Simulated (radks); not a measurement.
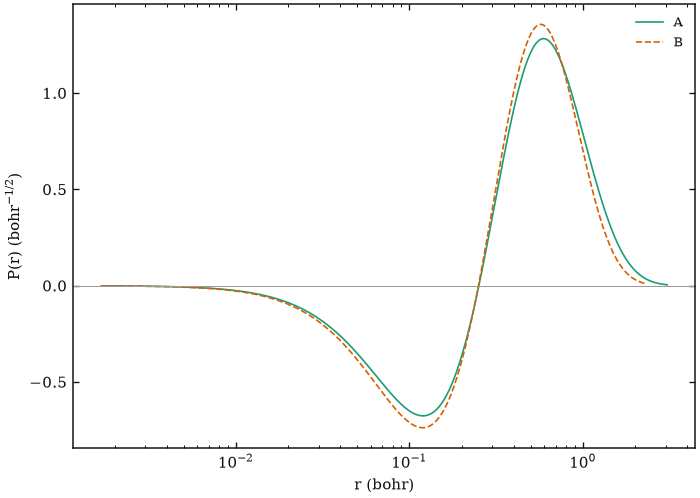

Two charge states of zinc were computed: Zn³⁺ in [Ar] 3d9 (high spin); Zn⁸⁺ in [Ar] 3d4 (high spin). Level of theory: non-relativistic Kohn-Sham, TPSS, spin-polarised, spherical densities, point nucleus. Computed with the in-house radial solver radks.

The plot shows P(r) = r R(r) of the 3p up orbital in both runs.

Q: Which curve belongs to which run?

Answer: A is Zn³⁺ in [Ar] 3d9 (high spin) (⟨r⟩ = 0.710 bohr, eigenvalue −125.1 eV); B is Zn⁸⁺ in [Ar] 3d4 (high spin) (⟨r⟩ = 0.653 bohr, eigenvalue −264.9 eV). Fewer electrons screen less, so the orbital shrinks.
